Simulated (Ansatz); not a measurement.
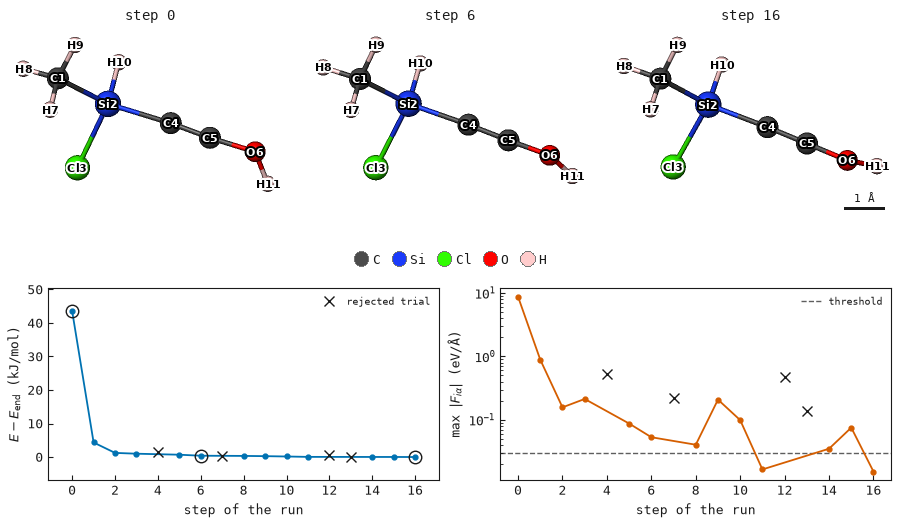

Frames of a relaxation of C3H5ClOSi (coarse preliminary run), marked on the history of the run. Style: ball-and-stick. Shown from a free direction.

The start comes from a force field.

Level of theory: RKS PBE-D4/def2-SVP in Ansatz 0.2.0. (force threshold 0.03 eV/Å; at most 200 steps)

> What happens along the run?

The atom that moves furthest after the best rigid fit is H11 (0.52 Å). Largest moves by element: H 0.52 Å, O 0.32 Å, C 0.17 Å, Cl 0.11 Å, Si 0.02 Å. Near-neighbour distances that change, for instance: Si2–C4 1.895 → 1.818 Å, C1–H8 1.036 → 1.108 Å, C4–C5 1.170 → 1.234 Å, C5–O6 1.347 → 1.303 Å. Bond angles that change, for instance: H8–C1–H9 112.0° → 108.8°, Si2–C4–C5 175.2° → 178.4°, C1–Si2–H10 109.0° → 111.8°. Over 12 accepted moves (16 points after the start) the energy falls by 43.5 kJ/mol. Largest force component: 8.7 eV/Å at the start, 0.015 eV/Å at the end. The line search rejected the trial steps at points 4, 7, 12, 13 of the run. The forces were under the threshold at step 11, but the run went on from there. From step 0 to 6: H11 moves most (0.25 Å), energy −43.1 kJ/mol. From step 6 to 16: H11 moves most (0.28 Å), energy −0.39 kJ/mol.
